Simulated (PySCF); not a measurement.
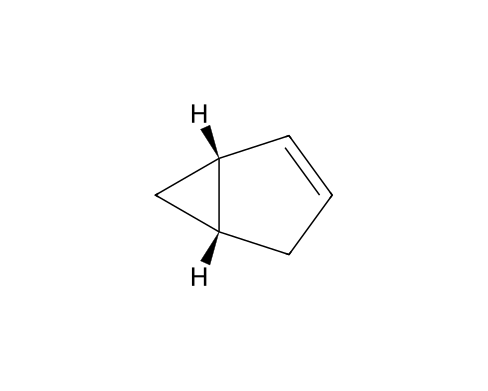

The drawing above gives the connectivity. The computed structure is the end point of a PBE0-D3(BJ)/def2-SVP optimisation. No frequency run is at hand to confirm it as a minimum.

What does the molecule look like in three dimensions?

Formula C₆H₈. Its SMILES string is `C1=C[C@H]2C[C@H]2C1`. Independent rings (smallest set): 1 of 3 members, 1 of 5 members. Among its groups: alkene. This geometry has C1 symmetry. Coordination, clear cases only: 2 C trigonal planar; 1 C tetrahedral.

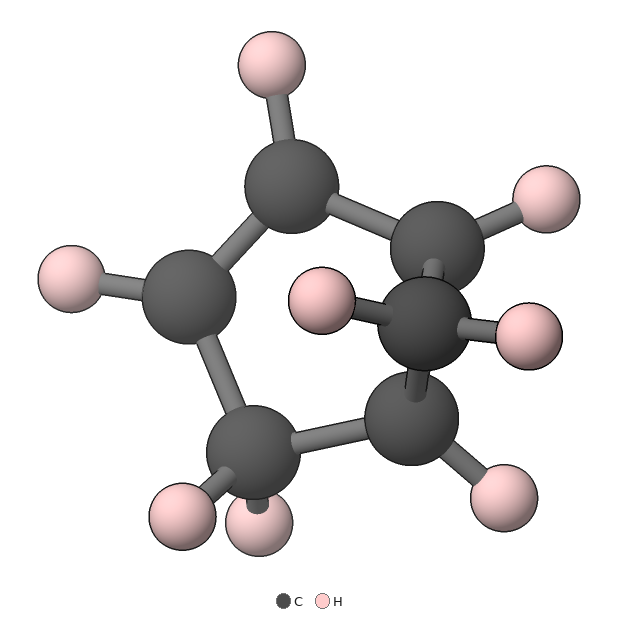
